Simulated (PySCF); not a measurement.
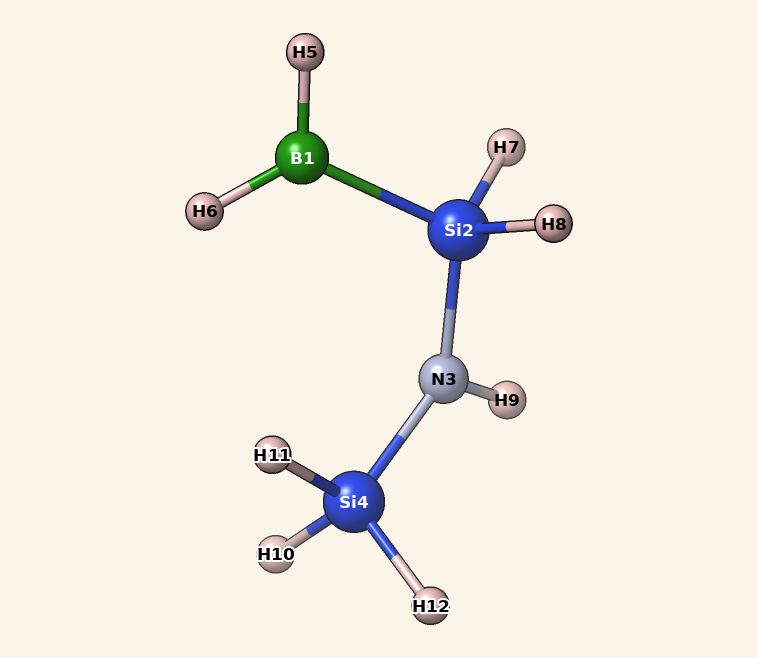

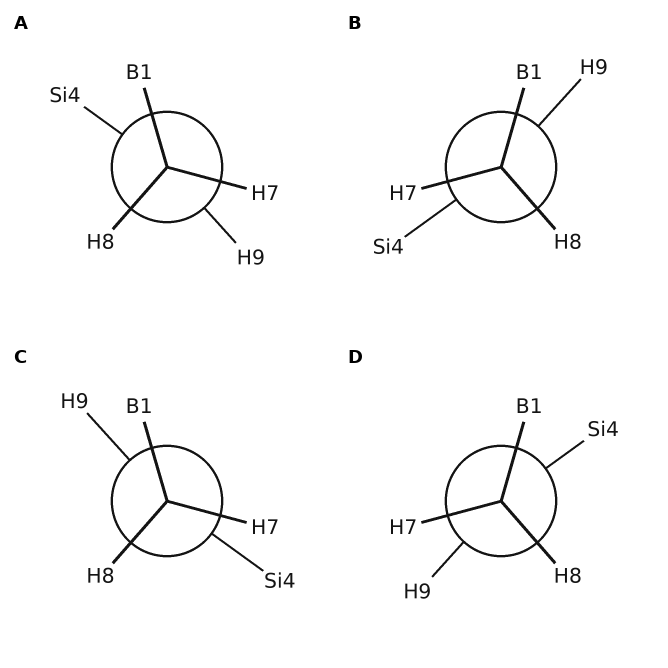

Distant atoms are faded towards the background colour. Bonds that would overlap in a projection are set slightly apart. The geometry was computed by an optimisation with PBE0-D3(BJ)/def2-SVP. No frequency run is at hand to confirm it as a minimum.

### Which Newman projection shows the view along Si2–N3, with Si2 in front?

A. The torsion angle B1–Si2–N3–Si4 is −38°, synclinal (gauche).
